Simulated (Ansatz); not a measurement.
Reaction (SMILES): OC=O + H+ → C([OH2+])=O
B3LYP-D3(BJ)/def2-TZVP geometries, fixed; electronic energies without zero-point terms; positive where energy is released.

Basis-set convergence of the proton affinity at PBE0 with Ansatz (a first-principles code). All functions are spherical. The program fits the integrals of some runs and decomposes those of others, by size. Species with rotatable bonds are taken in one conformer. The proton sits at the site shown, which need not be the one that binds it best. No added dispersion term, no relativity. Functions are those of the species that has most. Reference: the value in aug-pcseg-3, 161.32 kcal/mol, itself unsure by roughly 0.02 kcal/mol (its mean distance from aug-cc-pVQZ, def2-QZVPPD, pcseg-3). Deviations are taken from unrounded values. Cost is core time over that of def2-TZVPD, rough, on shared machines of one kind; a dash marks a row that isn't timed (too short, read off another run, short of memory, by another algorithm or on other hardware).

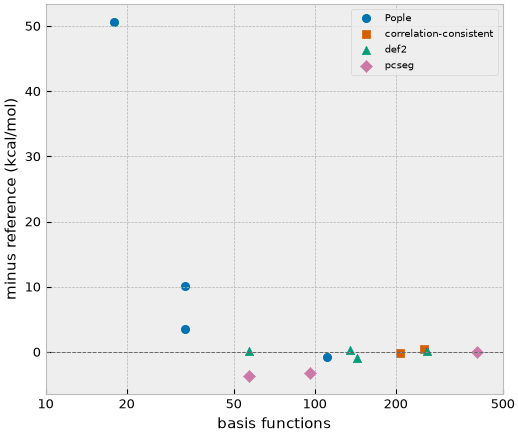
Figure: Deviation from the reference against the number of basis functions, by family of sets.

| basis | functions | proton affinity (kcal/mol) | minus reference (kcal/mol) | cost |
|---|---|---|---|---|
| STO-3G | 18 | 212.00 | 50.68 | - |
| 3-21G | 33 | 171.42 | 10.10 | - |
| 6-31G | 33 | 164.83 | 3.51 | - |
| def2-SVP | 57 | 161.53 | 0.21 | - |
| pcseg-1 | 57 | 157.60 | -3.72 | - |
| aug-pcseg-1 | 96 | 158.07 | -3.25 | - |
| 6-311++G(2d,2p) | 111 | 160.49 | -0.83 | - |
| def2-TZVPP | 135 | 161.65 | 0.33 | 0.8× |
| def2-TZVPD | 144 | 160.41 | -0.91 | 1× |
| aug-cc-pVTZ | 207 | 161.11 | -0.21 | 1× |
| cc-pVQZ | 255 | 161.80 | 0.48 | 1× |
| def2-QZVPP | 261 | 161.49 | 0.17 | 2× |
| aug-pcseg-3 | 402 | 161.32 | 0.00 | 4× |
